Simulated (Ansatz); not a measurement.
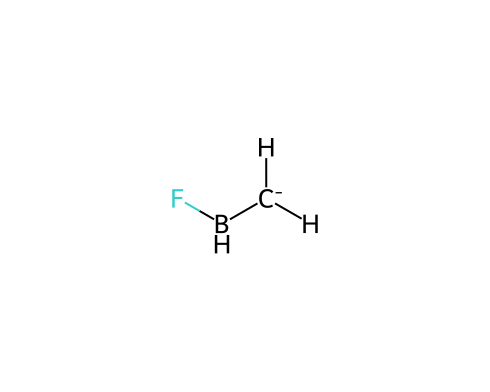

State: charge −1, singlet. Computed geometry: PBE0-D4/def2-TZVPD optimisation. No frequency run is at hand to confirm it as a minimum. Properties computed with RHF-CCSD(T), frozen core/def2-TZVPPD (Ansatz 0.2.0).

Q: What is the T1 diagnostic?

A: 0.013.
